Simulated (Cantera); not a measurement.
A closed system holds: 1 mol Si₂Cl₆, 0.45 mol HCl, 86 mol H₂, held at 39.0 mbar.

Method: chemical equilibrium by Gibbs-energy minimisation in Cantera with the NASA 1993 tables (ideal gas, pure condensed phases). Candidate condensed phases: Si; 19 gas species. The feed counts by its element totals alone. The tables' values for SiCl₃, SiCl are old estimates; treat these amounts as uncertain. Gases not in the tables: Si₂H₆ and higher silanes. Equilibrium is a limit: real reactors are often held back by kinetics, nucleation or transport.

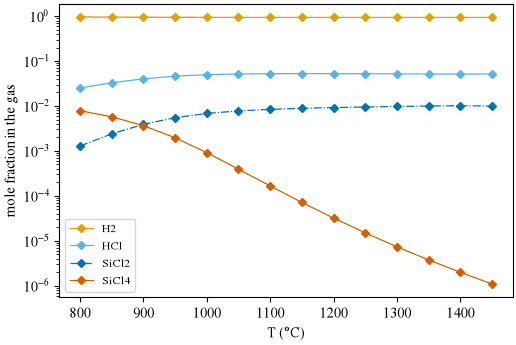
Fig. 1. Equilibrium gas composition (values under 1e-9 drawn at 1e-9)

From 800 °C to 1400 °C the condensed part is Si(s). At 1450 °C the condensed part is Si(l). The main Si-bearing gas is SiCl₄ at 800 °C and SiCl₂ at 1450 °C. The share of Si in condensed phases is highest at 1050 °C (58.4 %) and lowest at 800 °C (38.9 %).
